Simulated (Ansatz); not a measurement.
## MgO (rock salt), generalised stacking-fault energy along a line

MgO (rock salt) is sheared across one {100} plane: the third cell vector gains the shift, so faults repeat every 6.4 Å. The cut lies between planes 2.13 Å apart; the cell height is held.

```xyz
6
Lattice="3.0084 0.0000 0.0000 0.0000 3.0084 0.0000 1.5042 1.5042 6.3817" Properties=species:S:1:pos:R:3 pbc="T T T"
O      1.2535     1.2535     5.3181
O      1.2535     1.2535     1.0636
O      2.7577     2.7577     3.1908
Mg     2.7577     2.7577     5.3181
Mg     2.7577     2.7577     1.0636
Mg     1.2535     1.2535     3.1908
```

In-plane vectors a = (3.008, 0.000) Å, b = (0.000, 3.008) Å, area 9.05 Å². The shift is s times the vector a (length 3.008 Å), so s = 1 restores the start. The shift is rigid: no atom relaxes. γ = [E(shift) − E(0)] / area.

Level of theory: PBE (plane waves to 420 eV, PAW, scalar-relativistic; Ansatz, an electronic-structure program). k mesh 9×9×9 (Γ-centred), Fermi-Dirac smearing 0.05 eV. Energies are extrapolated to zero smearing. Faults lie only 6.4 Å apart, and holding the cell height and the atoms raises γ above its relaxed value. MgO was relaxed with its symmetry unable to fall. The PAW data are Ansatz's earlier set. γ is measured from zero shift.

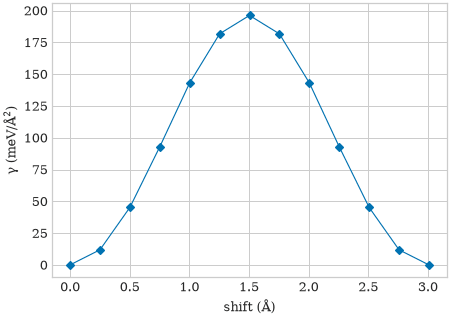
*γ (meV/Å²) against shift (Å); markers are the computed points, lines only join them (the last repeats the first, one period on).*

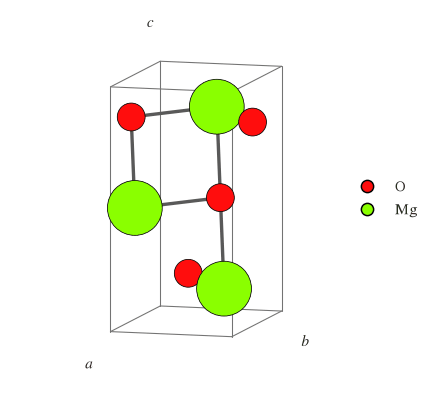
*The cell of the calculation at s = 0.500.*

The highest computed γ on the line is 3.14 J/m². The steepest slope dγ/d(shift) before the first maximum (spline) is 33 GPa. Position of the highest point: s = 0.500. Local minima between the ends: no computed point is one.

A slope of 1 mJ/m² per Å is 0.01 GPa.

(The slope of γ gives the shear force per area between the displaced halves; near zero shift its curvature is an elastic stiffness.)
